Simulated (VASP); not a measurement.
Band structure of SiC (relaxed from the NiAs type structure, space group P6_3/mmc). These are PBEsol GGA, VASP's PBE PAW potentials (set 64) (plane waves; VASP) values and carry that method's errors.

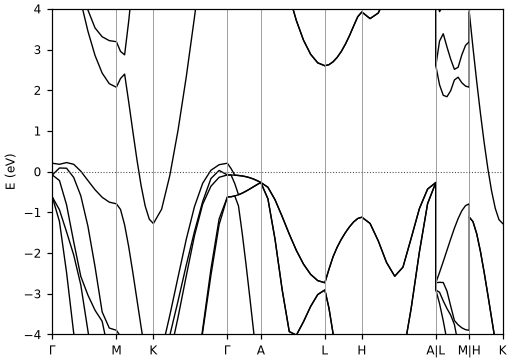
*Bands along high-symmetry lines, zero at the valence-band maximum or, without a gap, the Fermi level*

Question: Read the plot: is there a gap, and where are the band edges?

Answer: It has no gap at this level: it comes out as a metal or semimetal. (Edges off the drawn lines would not show.)

The structure was generated: SiC was put into the NiAs type type (P6_3/mmc), which need not be its known phase. It was relaxed first, which changed the volume by +5 %.
